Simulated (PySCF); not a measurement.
# doublet [HNO3]+: levels of theory compared

We compute a comparison of 3 runs (UHF/STO-3G, UHF/3-21G, UM06-2X/def2-SVPD) of doublet [HNO3]+. Input form: a Python script.

The results are computed with PySCF 2.14.0.

2 further runs of the same task are left out: 2 set aside as unsound or not needed.

**1. Starting point**

The species is [HNO3]+ (5 atoms), meant as a doublet with charge +1. SMILES of the parent species: `O=[N+]([O-])O`. The shape is that of a PBE0-D4/def2-TZVP optimisation. That shape belongs to the parent species and isn't relaxed for this state.

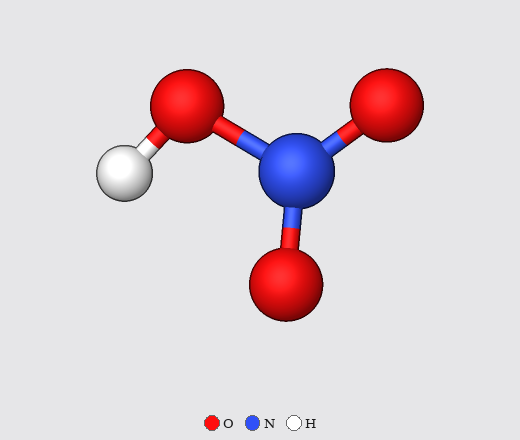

The structure, seen from a chosen angle (oxygen red, nitrogen blue, hydrogen white).

**2. The energy at UHF/STO-3G (run 1)**

mol.xyz

```xyz
5
HNO3
O      1.317870    -0.315800     0.746500
N      0.253090    -0.279730     0.226190
O     -0.596440    -1.123960     0.141450
O     -0.044080     0.932950    -0.373960
H     -0.930440     0.786540    -0.740170
```

input.py

```python
from pyscf import gto

mol = gto.Mole()
mol.atom = 'mol.xyz'
mol.verbose = 3
mol.basis = 'sto-3g'
mol.max_memory = 1860
mol.charge = 1
mol.spin = 1
mol.build()

calc0 = mol.UHF()
calc0.conv_tol = 1e-10
calc0.kernel()
if not calc0.converged:
    calc0 = calc0.newton().run(calc0.mo_coeff, calc0.mo_occ)

e_tot = calc0.e_tot
print('E = %.10f Eh' % e_tot)
```

The run is started by

```
OMP_NUM_THREADS=1 python input.py
```

Log:

```text
converged SCF energy = -275.355778809995  <S^2> = 0.76559587  2S+1 = 2.0155355
E = -275.3557788100 Eh
```

Run time: 0.8 s. Hardware: 1 thread of Arm Neoverse V1, shared host; peak memory 0.12 GiB.

**3. A single-point energy at UHF/3-21G (run 2)**

input.py

```python
from pyscf import gto, scf

mol = gto.M(
    atom='''
O    1.317870  -0.315800   0.746500
N    0.253090  -0.279730   0.226190
O   -0.596440  -1.123960   0.141450
O   -0.044080   0.932950  -0.373960
H   -0.930440   0.786540  -0.740170
''',
    spin=1,
    max_memory=1860,
    basis='3-21g',
    charge=1,
    verbose=4,
)

hf = scf.UHF(mol)
hf.conv_tol = 1e-10
hf.kernel()
if not hf.converged:
    hf = hf.newton().run(hf.mo_coeff, hf.mo_occ)

etot = hf.e_tot
print('Final energy', etot)
```

The run is started by

```
OMP_NUM_THREADS=1 python input.py
```

Log:

```text
PySCF version 2.14.0

[... 145 lines left out ...]
converged SCF energy = -277.411861069276  <S^2> = 0.77003075  2S+1 = 2.0199314
Final energy -277.41186106927626
```

Run time: 0.76 s. Hardware: 1 thread of Arm Neoverse V1, shared host; peak memory 0.1 GiB.

**4. A single-point energy at UM06-2X/def2-SVPD (run 3)**

input.py

```python
from pyscf import gto, dft

system = gto.M(
    atom='''
O      2.490413    -0.596776     1.410681
N      0.478271    -0.528613     0.427437
O     -1.127108    -2.123977     0.267302
O     -0.083299     1.763020    -0.706682
H     -1.758277     1.486345    -1.398719
''',
    unit='bohr',
    basis='def2-svpd',
    max_memory=1860,
    verbose=3,
    spin=1,
    charge=1,
)

calc0 = dft.UKS(system, xc='m06-2x')
calc0.grids.level = 5
calc0.conv_tol = 1e-10
calc0.kernel()
if not calc0.converged:
    calc0 = calc0.newton().run(calc0.mo_coeff, calc0.mo_occ)

energy = calc0.e_tot
print('Final energy', energy)
```

The run is started by

```
OMP_NUM_THREADS=1 python input.py
```

Log:

```text
WARN: HOMO -0.38721764833284 >= LUMO -0.387217648332841

converged SCF energy = -280.101235857673  <S^2> = 0.76564474  2S+1 = 2.015584
Final energy -280.1012358576729
```

Wall time 2.4 min (1 thread of Arm Neoverse V1, shared host); peak memory 0.54 GiB.

**5. The series**

```tsv
run	level	integration grid	energy (Eh)	HOMO energy (eV)	LUMO energy (eV)	⟨S²⟩	wall time
1	UHF/STO-3G	–	-275.355779	-20.43	-5.24	0.766	0.8 s
2	UHF/3-21G	–	-277.411861	-22.49	-8.71	0.770	0.76 s
3	UM06-2X/def2-SVPD	5	-280.101236	-19.73	-14.60	0.766	2.4 min
```

**6. Summary of results**

| quantity | value |
| --- | --- |
| run 3: total energy | -280.10124 Eh |
| run 3: HOMO energy (highest over α and β) | -19.73 eV |
| run 3: LUMO energy (lowest over α and β) | -14.60 eV |
| run 3: ⟨S²⟩ | 0.766 |

**Reading.** In run 1 the basis is minimal, so the values are rough. All runs together took 2.4 min, the longest 2.4 min.
